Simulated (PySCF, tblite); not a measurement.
# C3H5Cl2NSi: geometry, infrared bands and NMR shifts

Aim: predict the infrared bands and NMR shifts of C3H5Cl2NSi (`N#CC[SiH2]C(Cl)Cl`).

The runs use tblite 0.8.0 and PySCF 2.14.0, with density-fitted response routines of our own; the level of theory stands in each step. All values are computed, except where a source is named. Atoms are numbered from 0 throughout.

### 1 The starting structure

12 atoms, charge 0, multiplicity 1; geometry from: force field or distance geometry start.

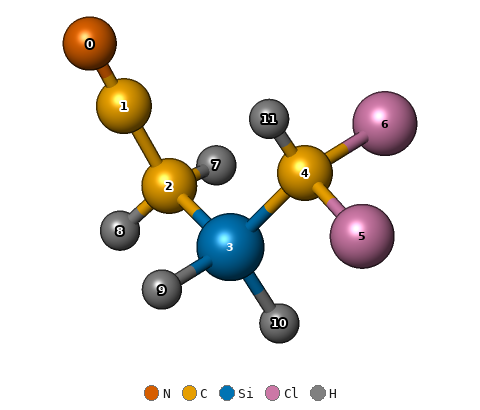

As it starts; nitrogen orange, carbon amber, silicon blue, chlorine pink, hydrogen grey, atoms numbered.

### 2 Geometry optimisation with GFN2-xTB

The job: settings as JSON, then the geometry in Å.

```
{"job": {"kind": "relax", "xc": "GFN2-xTB", "basis": "xTB"}, "charge": 0, "multiplicity": 1}
N     -1.717000     1.789100     1.609700
C     -1.623300     1.012300     0.753300
C     -1.429600     0.015000    -0.298400
Si     0.178300    -0.884500    -0.121700
C      1.602700     0.267300     0.055200
Cl     3.106600    -0.661900     0.198100
Cl     1.683900     1.312500    -1.397000
H     -1.464600     0.521900    -1.272100
H     -2.260700    -0.702600    -0.284500
H      0.075500    -1.775500     1.087300
H      0.330600    -1.807600    -1.282100
H      1.518700     0.913300     0.926300
```

Run with:

```sh
OMP_NUM_THREADS=1 python probes_run.py task.json out
```

The driver reads the jobs from task.json and runs them one after another.

Output:

```text
step      E/eV     max force
  0    -616.75574    2.850
  1    -616.83610    5.040
  2    -616.87338    2.743
  3    -616.93230    0.393
  4    -616.93970    0.241
  5    -616.95667    0.622
  6    -616.96251    0.365
  7    -616.96556    0.141
  8    -616.96694    0.140
  9    -616.96819    0.150
 10    -616.96927    0.103
 11    -616.97033    0.085
 12    -616.97106    0.095
 13    -616.97147    0.073
 14    -616.97174    0.053
 15    -616.97202    0.063
 16    -616.97231    0.079
 17    -616.97251    0.062
 18    -616.97262    0.033
 19    -616.97270    0.038
 20    -616.97283    0.069
 21    -616.97303    0.091
 22    -616.97325    0.082
 23    -616.97343    0.050
 24    -616.97356    0.037
 25    -616.97367    0.045
 26    -616.97377    0.042
 27    -616.97386    0.028
 28    -616.97394    0.027
 29    -616.97404    0.042
 30    -616.97419    0.053
 31    -616.97435    0.043
 32    -616.97447    0.030
 33    -616.97455    0.026
 34    -616.97462    0.032
 35    -616.97472    0.038
 36    -616.97484    0.037
 37    -616.97494    0.028
 38    -616.97501    0.017
 39    -616.97505    0.021
 40    -616.97509    0.018
 41    -616.97512    0.013
 42    -616.97515    0.017
 43    -616.97517    0.019
 44    -616.97520    0.015
 45    -616.97523    0.013
 46    -616.97525    0.014
 47    -616.97527    0.011
 48    -616.97530    0.015
 49    -616.97533    0.016
 50    -616.97535    0.013
 51    -616.97537    0.013
 52    -616.97539    0.016
 53    -616.97542    0.021
 54    -616.97547    0.024
 55    -616.97553    0.021
 56    -616.97557    0.017
 57    -616.97560    0.014
 58    -616.97561    0.014
 59    -616.97563    0.012
 60    -616.97565    0.011
 61    -616.97567    0.014
 62    -616.97569    0.018
 63    -616.97572    0.025
 64    -616.97578    0.029
 65    -616.97585    0.029
 66    -616.97591    0.021
 67    -616.97595    0.015
 68    -616.97598    0.016
 69    -616.97601    0.020
 70    -616.97605    0.022
 71    -616.97608    0.013
 72    -616.97609    0.009
```

Run time: 0.83 s. Hardware: 1 thread of Arm Neoverse N1, shared host.

Along the way: (not every step is listed)

| step | energy from step 0 (eV) | largest force (eV/Å) |
| --- | --- | --- |
| 0 | 0.0000 | 2.8499 |
| 1 | -0.0804 | 5.0399 |
| 2 | -0.1176 | 2.7434 |
| 3 | -0.1766 | 0.3926 |
| 4 | -0.1840 | 0.2407 |
| 5 | -0.2009 | 0.6216 |
| 6 | -0.2068 | 0.3654 |
| 7 | -0.2098 | 0.1406 |
| 8 | -0.2112 | 0.1401 |
| 13 | -0.2157 | 0.0732 |
| 18 | -0.2169 | 0.0333 |
| 23 | -0.2177 | 0.0497 |
| 28 | -0.2182 | 0.0275 |
| 33 | -0.2188 | 0.0258 |
| 38 | -0.2193 | 0.0169 |
| 43 | -0.2194 | 0.0186 |
| 48 | -0.2196 | 0.0150 |
| 53 | -0.2197 | 0.0209 |
| 58 | -0.2199 | 0.0136 |
| 63 | -0.2200 | 0.0250 |
| 67 | -0.2202 | 0.0147 |
| 68 | -0.2202 | 0.0161 |
| 69 | -0.2203 | 0.0203 |
| 70 | -0.2203 | 0.0223 |
| 71 | -0.2203 | 0.0134 |
| 72 | -0.2204 | 0.0091 |

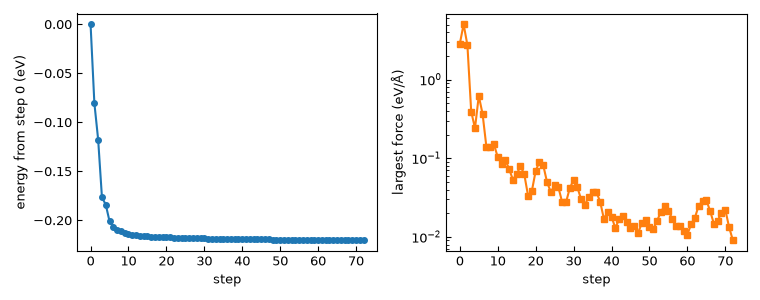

Energy and largest force along the relaxation.

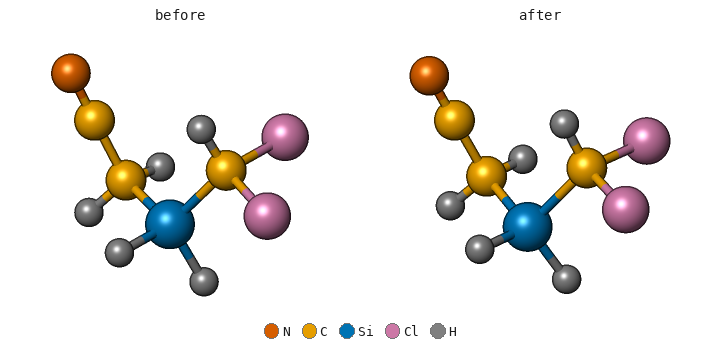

Before and after, at one scale.

Distances of close pairs at the start and the end, largest changes first:

```csv
bond,before (Å),after (Å),change (Å)
Si3–C4,1.840,1.924,+0.083
C2–Si3,1.851,1.917,+0.066
Si3–H9,1.505,1.461,-0.044
Si3–H10,1.491,1.459,-0.031
C1–C2,1.462,1.431,-0.031
N0–C1,1.160,1.144,-0.016
C4–Cl6,1.791,1.780,-0.011
C2–H8,1.098,1.090,-0.008
```

The next job starts from the end point, and lists it.

### 3 Vibrational analysis with GFN2-xTB

The job: settings as JSON, then the geometry in Å.

```
{"job": {"kind": "ir", "xc": "GFN2-xTB", "basis": "xTB"}, "charge": 0, "multiplicity": 1}
N     -1.696305     1.671624     1.668770
C     -1.601105     0.955050     0.782535
C     -1.450141     0.047254    -0.313872
Si     0.142876    -0.997695    -0.101812
C      1.584379     0.268927     0.035085
Cl     3.112973    -0.599073     0.290475
Cl     1.667818     1.200646    -1.479022
H     -1.410055     0.625971    -1.238675
H     -2.326815    -0.599186    -0.355279
H      0.112973    -1.766291     1.140878
H      0.370495    -1.802400    -1.297477
H      1.494105     0.994485     0.842368
```

Output:

```text
mode    cm-1     km/mol
  1      28.8      4.51
  2      42.0      5.03
  3      95.1      1.90
  4     133.9      1.99
  5     194.1      5.86
  6     197.5      7.89
  7     276.0      1.38
  8     375.4      2.70
  9     436.0     10.64
 10     490.5     26.50
 11     542.7      6.49
 12     615.2     25.36
 13     650.9     53.77
 14     683.9     71.54
 15     725.8     35.27
 16     741.7    188.24
 17     767.9    158.03
 18     787.4    157.92
 19    1009.2     16.46
 20    1070.6      2.24
 21    1118.6      9.37
 22    1159.3     43.95
 23    1177.5     82.93
 24    1398.6     16.59
 25    2298.8    238.71
 26    2319.3    173.66
 27    2403.7    247.80
 28    2955.1      1.01
 29    2974.0     11.46
 30    2993.0      6.17
```

Run time: 0.77 s. Hardware: 1 thread of Arm Neoverse N1, shared host.

Which atoms move in the most intense modes:

| cm⁻¹ | km/mol | atoms |
| --- | --- | --- |
| 684 | 71.5 | C4 43 %, H9 21 % |
| 742 | 188.2 | H10 38 %, H9 34 %, Si3 14 % |
| 768 | 158.0 | H9 18 %, H8 17 %, C2 17 %, H7 13 % |
| 787 | 157.9 | C4 51 %, Si3 19 %, H11 12 % |
| 1178 | 82.9 | C2 38 %, H8 31 %, H7 26 % |
| 2299 | 238.7 | H9 96 % |
| 2319 | 173.7 | H10 97 % |
| 2404 | 247.8 | C1 60 %, N0 39 % |

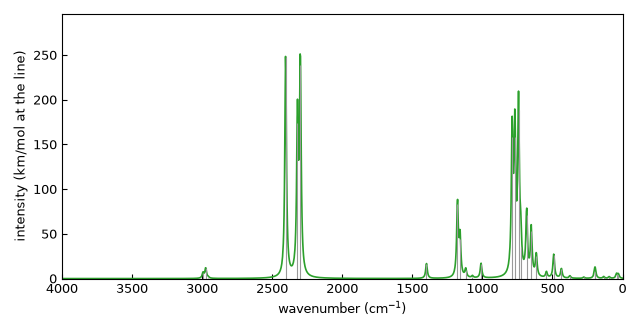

The infrared spectrum from these modes, unscaled. Lines are broadened to a width of 14 cm⁻¹ (Lorentzian).

### 4 Nuclear shieldings: PBE0/pcSseg-1

Settings changed since step 3:

```diff
@@ -1,2 +1,2 @@
-{"job": {"kind": "ir", "xc": "GFN2-xTB", "basis": "xTB"}, "charge": 0, "multiplicity": 1}
+{"job": {"kind": "nmr", "xc": "PBE0", "basis": "pcSseg-1"}, "charge": 0, "multiplicity": 1}
 N     -1.696305     1.671624     1.668770
```

With the program's defaults for keys left out, this is: GIAO PBE0/pcSseg-1 NMR shielding, non-relativistic, gas phase.

Output:

```text
coarse grid: 12296 points
cycle   1  E = -1381.1488241042  dE =  7.410e-01  |g| = 5.142e-01  |ddm| = 3.281e+00
cycle   2  E = -1380.9795084582  dE =  1.693e-01  |g| = 1.018e+00  |ddm| = 1.366e+00
cycle   3  E = -1381.2145625125  dE = -2.351e-01  |g| = 1.302e-01  |ddm| = 8.700e-01
cycle   4  E = -1381.2177336759  dE = -3.171e-03  |g| = 5.938e-02  |ddm| = 1.357e-01
cycle   5  E = -1381.2184679804  dE = -7.343e-04  |g| = 1.833e-02  |ddm| = 5.605e-02
cycle   6  E = -1381.2185510861  dE = -8.311e-05  |g| = 2.243e-03  |ddm| = 1.681e-02
cycle   7  E = -1381.2185521831  dE = -1.097e-06  |g| = 9.782e-04  |ddm| = 3.201e-03
final grid: 106896 points
cycle   8  E = -1381.2564005959  dE = -2.700e-05  |g| = 6.577e-03  |ddm| = 1.962e-02
cycle   9  E = -1381.2563958198  dE =  4.776e-06  |g| = 7.494e-03  |ddm| = 1.076e-02
cycle  10  E = -1381.2564093144  dE = -1.349e-05  |g| = 1.625e-03  |ddm| = 6.712e-03
cycle  11  E = -1381.2564098234  dE = -5.091e-07  |g| = 5.717e-04  |ddm| = 1.641e-03
cycle  12  E = -1381.2564098853  dE = -6.189e-08  |g| = 1.747e-04  |ddm| = 4.358e-04
cycle  13  E = -1381.2564098920  dE = -6.707e-09  |g| = 3.645e-05  |ddm| = 1.420e-04
cycle  14  E = -1381.2564098923  dE = -3.106e-10  |g| = 7.922e-06  |ddm| = 3.517e-05
converged SCF energy = -1381.2564098923

GIAO shielding tensors (ppm)
atom      isotropic    diamagn.    paramagn.     s11        s22        s33       span
  0 N      -31.509     339.898    -371.407   -208.036   -191.300    304.810    512.846
  1 C       66.223     260.780    -194.557    -49.694    -44.230    292.594    342.288
  2 C      188.579     254.770     -66.191    179.395    185.899    200.444     21.049
  3 Si     378.155     878.498    -500.343    355.412    363.837    415.215     59.803
  4 C      116.972     250.327    -133.355     69.653    137.855    143.407     73.754
  5 Cl     737.282    1145.031    -407.749    429.247    749.839   1032.762    603.515
  6 Cl     730.941    1146.687    -415.746    456.651    723.517   1012.654    556.003
  7 H       29.659      29.175       0.484     25.885     27.916     35.177      9.292
  8 H       30.163      27.497       2.666     24.603     27.897     37.989     13.386
  9 H       27.184      28.366      -1.183     23.312     25.739     32.500      9.188
 10 H       27.478      27.968      -0.491     24.013     26.268     32.151      8.137
 11 H       25.758      30.248      -4.490     20.756     26.066     30.452      9.697
```

Run time: 46 s. Hardware: 1 thread of Arm Neoverse N1, shared host; peak memory 0.74 GiB.

The references, computed at this level on geometries of the same kind, shield at (ppm): ¹H TMS 31.72, ¹³C TMS 186.9, ²⁹Si TMS 349.2, ¹⁵N NH3 267.7, ³⁵Cl HCl 950. Their shielding less the atom's gives the shift. The references are single molecules in the gas phase, so shifts against H2O, NH3, PH3, H3PO4 or CFCl3 are not on the usual liquid scales and can be off by tens of ppm. Atoms listed in one row are averaged.

```
   atoms                                          environment  σ (ppm)  δ (ppm)  δ scaled to CDCl3
      C1                                       nitrile carbon     66.2    120.7              115.9
      C4                         sp3 CH bonded to 2 Cl and Si    117.0     70.0               66.4
      C2                 sp3 CH2 bonded to Si, α to a nitrile    188.6     -1.7               -3.5
     H11          hydrogen on an sp3 CH bonded to 2 Cl and Si    25.76     5.96               5.72
 H9, H10                  hydrogen on a silicon bonded to 2 C    27.33     4.39                  –
  H7, H8  hydrogen on an sp3 CH2 bonded to Si, α to a nitrile    29.91     1.81               1.81
      N0                                     nitrile nitrogen    -31.5    299.2                  –
     Si3                           silicon bonded to 2 C, 2 H    378.2    -29.0                  –
Cl5, Cl6                                 chlorine bonded to C      734      216                  –
```

The scaled column applies a straight-line fit of computed shieldings to shifts measured in CDCl3, with any fitted terms for Cl, Br or S neighbours (root-mean-square error 0.16 ppm for H, 1.9 ppm for C).

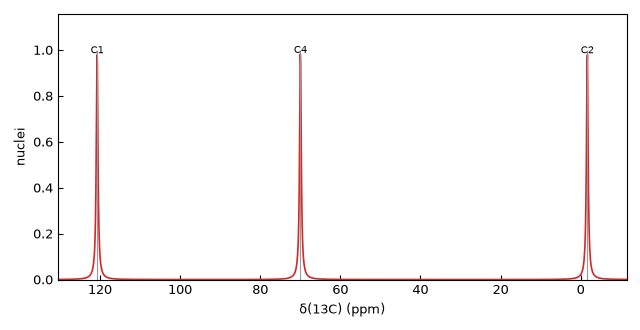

¹³C lines at the computed shifts, without couplings. Lines are broadened to a width of 0.49 ppm (Lorentzian).

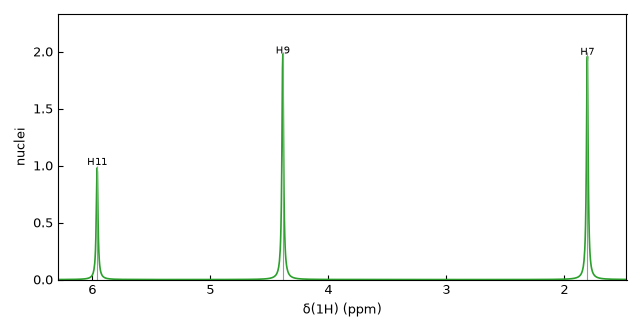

¹H lines at the computed shifts, without couplings. Lines are broadened to a width of 0.02 ppm (Lorentzian).

The run also stored atomic charges by several schemes (e):

```csv
atoms,Mulliken,IAO,Hirshfeld,ESP fit
N0,-0.24,-0.26,-0.23,-0.49
C1,0.03,0.14,0.08,0.45
C2,-0.51,-0.58,-0.13,-0.53
Si3,0.75,0.81,0.35,0.56
C4,-0.47,-0.38,-0.05,-0.59
"Cl5, Cl6",-0.07,-0.06,-0.04,0.00
```

Hirshfeld charges:

| atom | value (e) |
| --- | --- |
| N0 | -0.23 |
| C1 | 0.08 |
| C2 | -0.13 |
| Si3 | 0.35 |
| C4 | -0.05 |
| Cl5 | -0.04 |
| Cl6 | -0.04 |
| H7 | 0.07 |
| H8 | 0.07 |
| H9 | -0.06 |
| H10 | -0.06 |
| H11 | 0.05 |

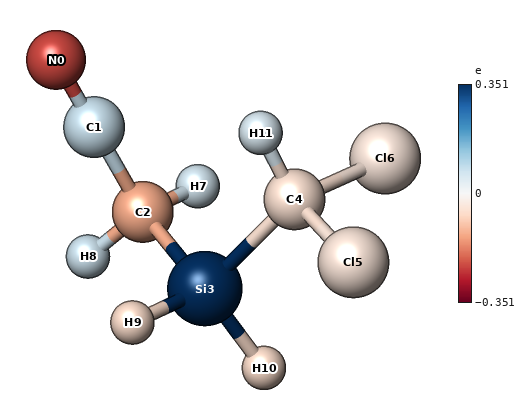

Hirshfeld charges, as colours on the atoms.

Mayer bond orders: N0–C1 3.03, C1–C2 1.04, C2–Si3 0.84, Si3–C4 0.76, C4–Cl5 1.00, C4–Cl6 0.98.

Orbitals, density, ELF and potential are computed afterwards from the orbital file.

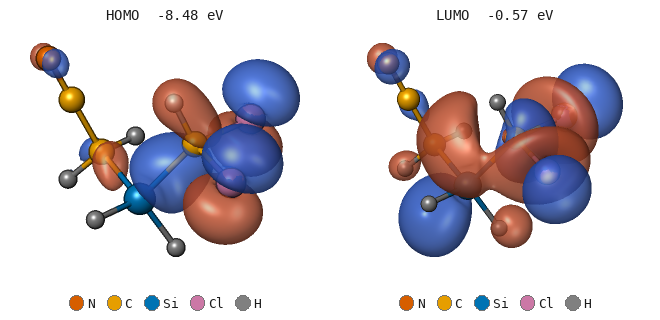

PBE0/pcSseg-1 orbitals near the gap, drawn at the value that encloses 70 % of each; the two colours are the two signs.

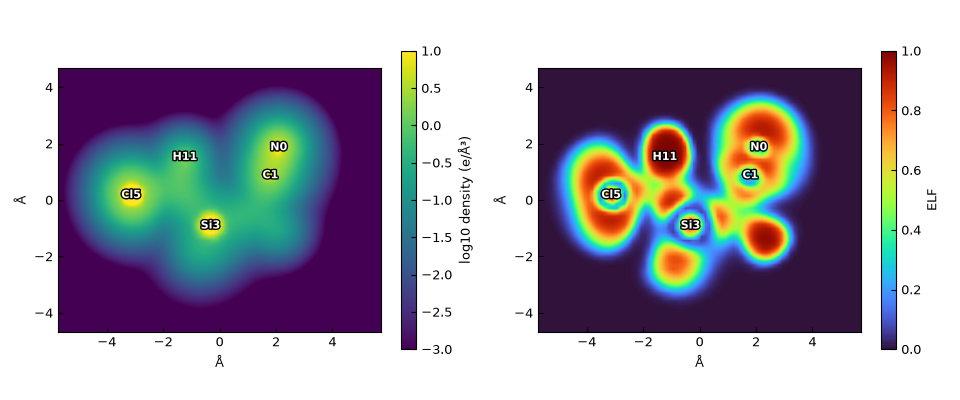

Density (left) and ELF (right) in a plane through or near 5 of the atoms.

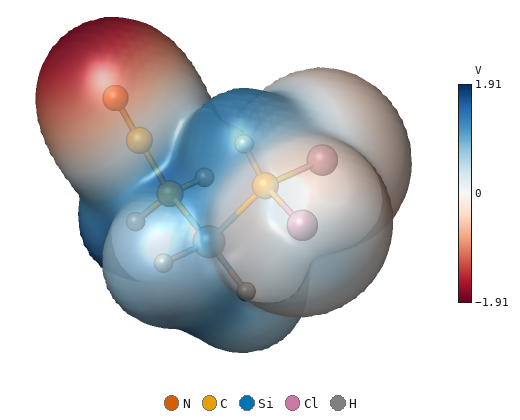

Electrostatic potential on the surface of density 0.002 e/bohr³; red is low, blue high. It runs from -1.68 V near N0 to 1.91 V near H8.

### 5 Outcome

```
                                                                quantity                  value
                               strongest single infrared mode (GFN2-xTB)  2404 cm⁻¹, 248 km/mol
                                            zero-point energy (GFN2-xTB)          43.8 kcal/mol
                                  ¹³C shifts against TMS (PBE0/pcSseg-1)  120.7, 70.0, -1.7 ppm
  ¹H shifts against TMS (PBE0/pcSseg-1, means over atoms taken as alike)   5.96, 4.39, 1.81 ppm
                                  ¹⁵N shifts against NH3 (PBE0/pcSseg-1)              299.2 ppm
                                 ²⁹Si shifts against TMS (PBE0/pcSseg-1)              -29.0 ppm
³⁵Cl shifts against HCl (PBE0/pcSseg-1, means over atoms taken as alike)                216 ppm
                                   surface potential, least and greatest     -1.68 V and 1.91 V
```

**Reading.** Over 72 steps the energy fell by 0.220 eV; of the close pairs, Si3–C4 changed most, 1.840 to 1.924 Å. All 30 modes are real, so the xTB geometry is a minimum. The strongest single mode, at 2404 cm⁻¹, moves mainly C1 and N0. GFN2-xTB is a fitted tight-binding method: band positions and strengths are rough. Its intensities can rank the bands wrongly. C4 stands next to heavy halogen, whose spin-orbit shielding this run leaves out, so the computed shift lies too far downfield, most of all for carbon beside Br or I. The most deshielded carbon is C1 (nitrile carbon), at 120.7 ppm: this is the usual window of a C≡N carbon, which has no attached hydrogen. The most deshielded hydrogen is H11 (hydrogen on an sp3 CH bonded to 2 Cl and Si), at 5.96 ppm: its carbon carries Cl, an electronegative neighbour. At PBE0/pcSseg-1: Shielding is most anisotropic at Cl5, Cl6 (span 580 ppm, paramagnetic term -412 ppm). At PBE0/pcSseg-1, counted by nearest atom on the grid, the HOMO lies on Cl5, Cl6 about 31 % each; C4 14 %, the LUMO on Cl6 22 %; C4 22 %.
